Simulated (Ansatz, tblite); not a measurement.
# The cluster Sn₂₄H₄₀O: removing and adding an electron

What does removing or adding an electron cost or gain for the cluster Sn₂₄H₄₀O? Each charged state is run at several levels.

Method: as each input shows; program: Ansatz 0.2.0, Gaussian basis.

The runs, in order: charge +1 doublet, at the geometry of the singlet (PBE0-D4/def2-TZVP, PBE-D4/def2-TZVP, r2SCAN-D4/def2-TZVP); charge -1 doublet, at the geometry of the singlet (PBE0-D4/def2-TZVP, PBE-D4/def2-TZVP, r2SCAN-D4/def2-TZVP); the starting singlet's energies come from earlier runs.

1 further run of the same task is left out (set aside as unsound or not needed). Runs told in other sessions of the task aren't counted.

### Step 1. The geometry

The singlet was relaxed beforehand with PBE-D4/def2-SVP, loosely relaxed.

65 atoms, charge 0, spin multiplicity 1.

Atoms are counted from 1 here; the program's logs count them from 0.

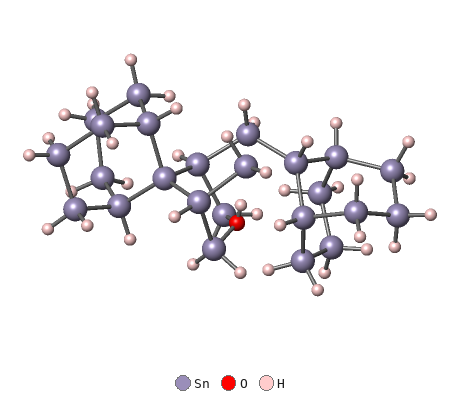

The structure; tin purple, oxygen red, hydrogen pink.

Sn takes a core potential in the def2 sets. No spin-orbit coupling is included.

### Step 2. Charge +1 doublet at the fixed geometry, PBE0-D4/def2-TZVP

The input, in.yaml:

```yaml
crystal:
  periodic: [false, false, false]
  atoms:
    - {symbol: Sn, position_ang: [-0.651532, 2.889350, -6.144040]}
    - {symbol: Sn, position_ang: [0.758244, -1.437916, -8.280789]}
    - {symbol: Sn, position_ang: [-0.743980, -1.262406, -3.945719]}
    - {symbol: O, position_ang: [-1.678219, 0.030932, -1.079204]}
    - {symbol: Sn, position_ang: [1.855040, -0.763737, -2.911271]}
    - {symbol: Sn, position_ang: [3.152996, 0.829285, -4.895343]}
    - {symbol: Sn, position_ang: [-1.988233, -2.744694, 1.306521]}
    - {symbol: Sn, position_ang: [-2.405253, 1.121043, 4.501773]}
    - {symbol: Sn, position_ang: [1.179078, -1.801077, 4.603503]}
    - {symbol: Sn, position_ang: [0.740473, 1.063358, 1.421950]}
    - {symbol: Sn, position_ang: [-1.531120, -1.246130, 8.309360]}
    - {symbol: Sn, position_ang: [1.616329, 2.374249, 6.590488]}
    - {symbol: Sn, position_ang: [-2.218598, 0.999645, -4.764618]}
    - {symbol: Sn, position_ang: [-3.488595, -0.875307, -0.251674]}
    - {symbol: Sn, position_ang: [-3.582324, -0.260265, 6.658499]}
    - {symbol: Sn, position_ang: [-0.116935, -2.975651, -6.103104]}
    - {symbol: Sn, position_ang: [0.363911, -2.927638, -0.380143]}
    - {symbol: Sn, position_ang: [0.060244, -3.056712, 6.863873]}
    - {symbol: Sn, position_ang: [1.843383, 3.325330, -4.921791]}
    - {symbol: Sn, position_ang: [3.126341, -0.094555, -7.569561]}
    - {symbol: Sn, position_ang: [-0.984073, 2.021370, -0.605463]}
    - {symbol: Sn, position_ang: [2.744114, 0.274289, -0.418022]}
    - {symbol: Sn, position_ang: [-0.870463, -0.704540, 2.985360]}
    - {symbol: Sn, position_ang: [-0.781602, 3.244341, 5.399319]}
    - {symbol: Sn, position_ang: [2.936513, 0.315754, 5.202279]}
    - {symbol: H, position_ang: [-1.578646, 4.347587, -6.337149]}
    - {symbol: H, position_ang: [-0.372999, 2.251874, -7.736049]}
    - {symbol: H, position_ang: [1.040129, -2.429448, -9.678791]}
    - {symbol: H, position_ang: [-0.479489, -0.295476, -8.698256]}
    - {symbol: H, position_ang: [-1.700655, -2.221222, -2.842521]}
    - {symbol: H, position_ang: [-0.945659, -0.636621, -0.935952]}
    - {symbol: H, position_ang: [2.623144, -2.335501, -2.964456]}
    - {symbol: H, position_ang: [4.821729, 1.103354, -4.457651]}
    - {symbol: H, position_ang: [-3.236422, -3.455537, 2.321012]}
    - {symbol: H, position_ang: [-3.649466, 1.771246, 3.463469]}
    - {symbol: H, position_ang: [2.026685, -2.985731, 3.649299]}
    - {symbol: H, position_ang: [1.237765, 2.502225, 2.279977]}
    - {symbol: H, position_ang: [-2.179620, -1.987854, 9.738393]}
    - {symbol: H, position_ang: [-0.550626, 0.090593, 8.821053]}
    - {symbol: H, position_ang: [1.249104, 1.801495, 8.188389]}
    - {symbol: H, position_ang: [2.677642, 3.739829, 6.771894]}
    - {symbol: H, position_ang: [-3.509184, 0.433200, -5.784897]}
    - {symbol: H, position_ang: [-2.975911, 1.737517, -3.382257]}
    - {symbol: H, position_ang: [-4.295458, -1.196898, -1.766254]}
    - {symbol: H, position_ang: [-4.155968, 0.634093, 0.329550]}
    - {symbol: H, position_ang: [-4.513505, -1.588552, 6.037563]}
    - {symbol: H, position_ang: [-4.671083, 0.766522, 7.540915]}
    - {symbol: H, position_ang: [-1.480360, -3.974751, -6.506667]}
    - {symbol: H, position_ang: [1.167758, -4.031202, -5.600074]}
    - {symbol: H, position_ang: [-0.008446, -4.461270, -1.203250]}
    - {symbol: H, position_ang: [1.323682, -3.583522, 0.981185]}
    - {symbol: H, position_ang: [-0.954420, -4.353356, 6.308330]}
    - {symbol: H, position_ang: [1.284627, -3.760982, 7.874764]}
    - {symbol: H, position_ang: [2.707839, 4.538141, -5.816913]}
    - {symbol: H, position_ang: [1.598607, 3.958776, -3.322132]}
    - {symbol: H, position_ang: [3.375631, 1.261399, -8.634434]}
    - {symbol: H, position_ang: [4.459514, -1.184421, -7.806083]}
    - {symbol: H, position_ang: [-0.340481, 2.448337, -2.172595]}
    - {symbol: H, position_ang: [-2.541910, 2.774949, -0.444155]}
    - {symbol: H, position_ang: [3.736938, 1.682496, -0.707673]}
    - {symbol: H, position_ang: [3.755495, -0.940745, 0.300298]}
    - {symbol: H, position_ang: [-0.409941, 4.272198, 4.050478]}
    - {symbol: H, position_ang: [-1.661131, 4.212884, 6.544212]}
    - {symbol: H, position_ang: [3.506812, 0.943420, 3.681889]}
    - {symbol: H, position_ang: [4.335838, -0.199865, 6.094055]}
basis:
  gaussian: {orbitals: def2-TZVP, fitting: {mean_field: def2-universal-jkfit}}
total_charge: 1
magnetization: {spin_polarized: true, initial_magnetization: 1}
hamiltonian: {xc: pbe0, dispersion: d4}
scf: {omitted_lower_state_checks: [starts]}
output: {orbitals: {seedname: orbitals}}
```

Launch:

```console
$ ansatz run in.yaml --threads 11 --pin off --events-out ev --progress --plain --max-ram 110592MiB --backend cuda --devices 0, --max-vram 75GiB
```

Log:

```text
Functional definition: PBE0
  name "PBE0"
  cite "Adamo & Barone, J. Chem. Phys. 110, 6158 (1999) doi:10.1063/1.478522"
  cite "Perdew, Burke & Ernzerhof, Phys. Rev. Lett. 77, 3865 (1996) doi:10.1103/PhysRevLett.77.3865"
  parent pbe
  parameter a = 0.25
  parameter kappa = 0.804
  parameter beta = 0.06672455060314922
  exchange = (1 - a)*pbe_x(kappa = kappa, mu = beta*pi^2/3) + a*exact_x
  correlation = pbe_c(beta = beta)
these checks for a lower state are left out or cut short: starts
6029 factors; integrals over basis functions are off by at most 8.6e-1 eV
mean field evaluation 1: about -142652.1742 eV, gradient 4.8e1 eV
mean field evaluation 2: about -142596.1806 eV, gradient 1.1e2 eV
mean field evaluation 4: about -142660.1619 eV, gradient 1.2e1 eV
mean field evaluation 8: about -142660.8933 eV, gradient 6.6e-1 eV
mean field evaluation 16: about -142660.8857 eV, gradient 9.3e-3 eV
mean field -142660.88569476 eV, -5242.6908502611 hartree, gradient 1.9e-5 eV, S^2 0.756202; 0 other end points of the search recorded, 0 dependent functions left out
reference -142660.88585248 eV, -5242.6908560571 hartree; 288, 287 occupied and 1183, 1184 virtual orbitals, 6029 factors
Total energy: -142664.88820783 eV, -5242.8379399032 hartree
Checks for a lower state left out: starts
```

It took 33 s on 1 × H100 with 11 threads of AMD EPYC 7R13, shared host; peak host memory 2.8 GiB.

From the report: HOMO -8.81 eV, LUMO -7.40 eV (over both spins); ⟨S²⟩ 0.756 (pure: 0.75).

### Step 3. Charge +1 doublet at the fixed geometry, PBE-D4/def2-TZVP

start.molden holds the orbitals of an earlier run on this state, given as this run's starting guess.

Changes to in.yaml since step 2:

```diff
@@ -69,6 +69,6 @@
 basis:
-  gaussian: {orbitals: def2-TZVP, fitting: {mean_field: def2-universal-jkfit}}
+  gaussian: {orbitals: def2-TZVP, fitting: {mean_field: def2-universal-jkfit}, initial_orbitals: start.molden}
 total_charge: 1
 magnetization: {spin_polarized: true, initial_magnetization: 1}
-hamiltonian: {xc: pbe0, dispersion: d4}
+hamiltonian: {xc: pbe, dispersion: d4}
 scf: {omitted_lower_state_checks: [starts]}
```

Launched as before.

Log:

```text
Functional definition: PBE
  name "PBE"
  cite "Perdew, Burke & Ernzerhof, Phys. Rev. Lett. 77, 3865 (1996) doi:10.1103/PhysRevLett.77.3865"
  parent pbe
  parameter kappa = 0.804
  parameter beta = 0.06672455060314922
  exchange = pbe_x(kappa = kappa, mu = beta*pi^2/3)
  correlation = pbe_c(beta = beta)
these checks for a lower state are left out or cut short: starts
6029 factors; integrals over basis functions are off by at most 8.6e-1 eV
mean field evaluation 1: about -142652.4447 eV, gradient 1.5e1 eV
mean field evaluation 2: about -142653.4868 eV, gradient 1.0e0 eV
mean field evaluation 4: about -142653.4982 eV, gradient 1.3e-1 eV
mean field evaluation 8: about -142653.4985 eV, gradient 2.2e-5 eV
mean field -142653.49848135 eV, -5242.4193751754 hartree, gradient 9.6e-6 eV, S^2 0.751735; 0 other end points of the search recorded, 0 dependent functions left out
reference -142653.49869292 eV, -5242.4193829506 hartree; 288, 287 occupied and 1183, 1184 virtual orbitals, 6029 factors
Total energy: -142657.81388708 eV, -5242.5779634109 hartree
Checks for a lower state left out: starts
```

Wall time 16 s (1 × H100 with 11 threads of AMD EPYC 7R13, shared host); peak host memory 2.7 GiB.

HOMO -8.00 eV, LUMO -7.73 eV (over both spins); ⟨S²⟩ 0.752 (pure: 0.75).

### Step 4. Charge +1 doublet at the fixed geometry, r2SCAN-D4/def2-TZVP

Changes to in.yaml since step 3:

```diff
@@ -72,3 +72,3 @@
 magnetization: {spin_polarized: true, initial_magnetization: 1}
-hamiltonian: {xc: pbe, dispersion: d4}
+hamiltonian: {xc: r2scan, dispersion: d4}
 scf: {omitted_lower_state_checks: [starts]}
```

Launched as before.

Log, cut to the lines that bear on the results:

```text
Functional definition: r2SCAN
  name "r2SCAN"
  cite "Furness, Kaplan, Ning, Perdew & Sun, J. Phys. Chem. Lett. 11, 8208 (2020) doi:10.1021/acs.jpclett.0c02405"
  cite "Furness, Kaplan, Ning, Perdew & Sun, J. Phys. Chem. Lett. 11, 9248 (2020) doi:10.1021/acs.jpclett.0c03077"
  parent r2scan
[...]
6029 factors; integrals over basis functions are off by at most 8.6e-1 eV
[...]
mean field -142711.76526010 eV, -5244.5606397998 hartree, gradient 1.3e-5 eV, S^2 0.756617; 0 other end points of the search recorded, 0 dependent functions left out
reference -142711.76534721 eV, -5244.5606430012 hartree; 288, 287 occupied and 1183, 1184 virtual orbitals, 6029 factors
Total energy: -142712.98542319 eV, -5244.6054799664 hartree
Checks for a lower state left out: starts
```

Wall time 17 s (1 × H100 with 11 threads of AMD EPYC 7R13, shared host); peak host memory 2.7 GiB.

Report: HOMO -8.25 eV, LUMO -7.77 eV (over both spins); ⟨S²⟩ 0.757 (pure: 0.75).

### Step 5. Vertical ionisation energy

Charged state less starting state, singlet to doublet; the starting state's energies are those of its earlier runs.

| level | vertical ionisation energy (eV) | time |
| --- | --- | --- |
| PBE-D4/def2-TZVP | +6.49 | 25 s |
| r2SCAN-D4/def2-TZVP | +6.54 | 26 s |
| PBE0-D4/def2-TZVP | +6.63 | 52 s |

Times add the two runs; a level without a time comes out of a correlated run.

Beside −ε(HOMO) of the starting state:

| level | −ε(HOMO) (eV) | by difference (eV) | mismatch (eV) |
| --- | --- | --- | --- |
| PBE-D4/def2-TZVP | 5.08 | 6.49 | -1.42 |
| r2SCAN-D4/def2-TZVP | 5.22 | 6.54 | -1.32 |
| PBE0-D4/def2-TZVP | 5.75 | 6.63 | -0.88 |

### Step 6. Charge -1 doublet at the fixed geometry, PBE0-D4/def2-TZVP

Changes to in.yaml since step 4:

```diff
@@ -69,6 +69,6 @@
 basis:
-  gaussian: {orbitals: def2-TZVP, fitting: {mean_field: def2-universal-jkfit}, initial_orbitals: start.molden}
-total_charge: 1
+  gaussian: {orbitals: def2-TZVP, fitting: {mean_field: def2-universal-jkfit}}
+total_charge: -1
 magnetization: {spin_polarized: true, initial_magnetization: 1}
-hamiltonian: {xc: r2scan, dispersion: d4}
+hamiltonian: {xc: pbe0, dispersion: d4}
 scf: {omitted_lower_state_checks: [starts]}
```

The command is unchanged.

Log, cut to the lines that bear on the results:

```text
Functional definition: PBE0
  name "PBE0"
  cite "Adamo & Barone, J. Chem. Phys. 110, 6158 (1999) doi:10.1063/1.478522"
  cite "Perdew, Burke & Ernzerhof, Phys. Rev. Lett. 77, 3865 (1996) doi:10.1103/PhysRevLett.77.3865"
  parent pbe
[...]
6029 factors; integrals over basis functions are off by at most 8.6e-1 eV
[...]
mean field -142669.23439160 eV, -5242.9976592111 hartree, gradient 6.8e-6 eV, S^2 0.754066; 0 other end points of the search recorded, 0 dependent functions left out
reference -142669.23454896 eV, -5242.9976649940 hartree; 289, 288 occupied and 1182, 1183 virtual orbitals, 6029 factors
Total energy: -142673.35157236 eV, -5243.1489628132 hartree
Checks for a lower state left out: starts
```

It took 44 s on 1 × H100 with 11 threads of AMD EPYC 7R13, shared host; peak host memory 2.9 GiB.

From the report: HOMO -1.01 eV, LUMO -0.14 eV (over both spins); ⟨S²⟩ 0.754 (pure: 0.75).

### Step 7. Charge -1 doublet at the fixed geometry, PBE-D4/def2-TZVP

Changes to in.yaml since step 6:

```diff
@@ -69,6 +69,6 @@
 basis:
-  gaussian: {orbitals: def2-TZVP, fitting: {mean_field: def2-universal-jkfit}}
+  gaussian: {orbitals: def2-TZVP, fitting: {mean_field: def2-universal-jkfit}, initial_orbitals: start.molden}
 total_charge: -1
 magnetization: {spin_polarized: true, initial_magnetization: 1}
-hamiltonian: {xc: pbe0, dispersion: d4}
+hamiltonian: {xc: pbe, dispersion: d4}
 scf: {omitted_lower_state_checks: [starts]}
```

The command is unchanged.

Log:

```text
Functional definition: PBE
  name "PBE"
  cite "Perdew, Burke & Ernzerhof, Phys. Rev. Lett. 77, 3865 (1996) doi:10.1103/PhysRevLett.77.3865"
  parent pbe
  parameter kappa = 0.804
  parameter beta = 0.06672455060314922
  exchange = pbe_x(kappa = kappa, mu = beta*pi^2/3)
  correlation = pbe_c(beta = beta)
these checks for a lower state are left out or cut short: starts
6029 factors; integrals over basis functions are off by at most 8.6e-1 eV
mean field evaluation 1: about -142660.9180 eV, gradient 1.5e1 eV
mean field evaluation 2: about -142661.9432 eV, gradient 1.0e0 eV
mean field evaluation 4: about -142661.9568 eV, gradient 1.4e-1 eV
mean field evaluation 8: about -142661.9574 eV, gradient 6.2e-5 eV
mean field evaluation 16: about -142661.9574 eV, gradient 1.0e-5 eV
mean field -142661.95741643 eV, -5242.7302353058 hartree, gradient 1.0e-5 eV, S^2 0.751015; 0 other end points of the search recorded, 0 dependent functions left out
reference -142661.95762326 eV, -5242.7302429070 hartree; 289, 288 occupied and 1182, 1183 virtual orbitals, 6029 factors
Total energy: -142666.39788261 eV, -5242.8934194282 hartree
Checks for a lower state left out: starts
```

Wall time 17 s (1 × H100 with 11 threads of AMD EPYC 7R13, shared host); peak host memory 2.8 GiB.

Report: HOMO -0.90 eV, LUMO -0.79 eV (over both spins); ⟨S²⟩ 0.751 (pure: 0.75).

### Step 8. Charge -1 doublet at the fixed geometry, r2SCAN-D4/def2-TZVP

Changes to in.yaml since step 7:

```diff
@@ -72,3 +72,3 @@
 magnetization: {spin_polarized: true, initial_magnetization: 1}
-hamiltonian: {xc: pbe, dispersion: d4}
+hamiltonian: {xc: r2scan, dispersion: d4}
 scf: {omitted_lower_state_checks: [starts]}
```

Same command.

Log, cut to the lines that bear on the results:

```text
Functional definition: r2SCAN
  name "r2SCAN"
  cite "Furness, Kaplan, Ning, Perdew & Sun, J. Phys. Chem. Lett. 11, 8208 (2020) doi:10.1021/acs.jpclett.0c02405"
  cite "Furness, Kaplan, Ning, Perdew & Sun, J. Phys. Chem. Lett. 11, 9248 (2020) doi:10.1021/acs.jpclett.0c03077"
  parent r2scan
[...]
6029 factors; integrals over basis functions are off by at most 8.6e-1 eV
[...]
mean field -142720.22737772 eV, -5244.8716168866 hartree, gradient 9.9e-6 eV, S^2 0.754468; 0 other end points of the search recorded, 0 dependent functions left out
reference -142720.22746597 eV, -5244.8716201296 hartree; 289, 288 occupied and 1182, 1183 virtual orbitals, 6029 factors
Total energy: -142721.49073389 eV, -5244.9180443694 hartree
Checks for a lower state left out: starts
```

Run time: 20 s. Hardware: 1 × H100 with 11 threads of AMD EPYC 7R13, shared host; peak host memory 3.3 GiB.

Report: HOMO -0.84 eV, LUMO -0.66 eV (over both spins); ⟨S²⟩ 0.754 (pure: 0.75).

### Step 9. Vertical electron affinity

Starting state less charged state (positive: the electron is bound), singlet to doublet; the starting state's energies are those of its earlier runs.

```
              level  vertical electron affinity (eV)  time
   PBE-D4/def2-TZVP                            +2.09  25 s
r2SCAN-D4/def2-TZVP                            +1.97  29 s
  PBE0-D4/def2-TZVP                            +1.83  63 s
```

Times add the two runs; a level without a time comes out of a correlated run.

Beside −ε(LUMO) of the starting state:

```
              level  −ε(LUMO) (eV)  by difference (eV)  mismatch (eV)
   PBE-D4/def2-TZVP           3.18                2.09          +1.09
r2SCAN-D4/def2-TZVP           3.06                1.97          +1.09
  PBE0-D4/def2-TZVP           2.53                1.83          +0.70
```

### Step 10. Outcome

```
                                            quantity                               value
vertical ionisation energy, functionals in def2-TZVP  6.49 (PBE-D4) to 6.63 eV (PBE0-D4)
vertical electron affinity, functionals in def2-TZVP  1.83 (PBE0-D4) to 2.09 eV (PBE-D4)
```

What this shows: The vertical ionisation energy spans 6.49 to 6.63 eV over the functionals. −ε(HOMO) misses the level's own difference by -0.88 eV at best (PBE0-D4) and -1.42 eV at worst (PBE-D4). The vertical electron affinity spans 1.83 to 2.09 eV over the functionals. −ε(LUMO) misses the level's own difference by +0.70 eV at best (PBE0-D4) and +1.09 eV at worst (r2SCAN-D4).
